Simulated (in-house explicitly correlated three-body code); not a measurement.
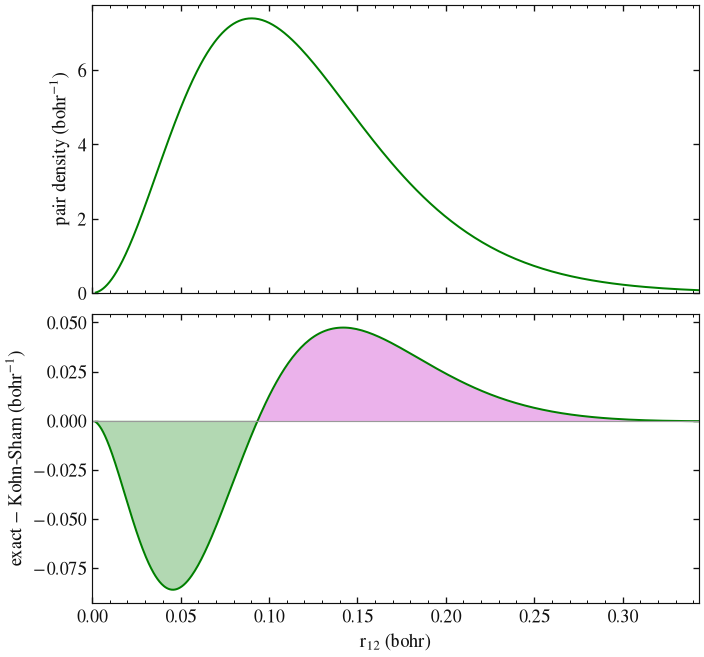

Two electrons around a point charge Z = 19 (K¹⁷⁺). Computed variationally in 260 exponentially correlated functions with an in-house code, non-relativistic, converged to about 10⁻⁸ of the energy. The plot shows the distribution of the distance r₁₂ between the electrons in the ground state (one pair, times 4πr₁₂²) and its difference from that of the Kohn-Sham determinant with the same density, the Coulomb hole.

Q: Describe both curves.

A: The pair density peaks near r₁₂ = 0.090 bohr, and ⟨r₁₂⟩ = 0.1180 bohr. Correlation takes weight from short distances: the hole is deepest (−0.086 bohr⁻¹) near 0.046 bohr and first changes sign near 0.093 bohr, moving 0.46 % of the pair outwards. The mean cosine of the angle between the electrons is −0.00700, and the density-functional correlation energy is −46.13 millihartree.
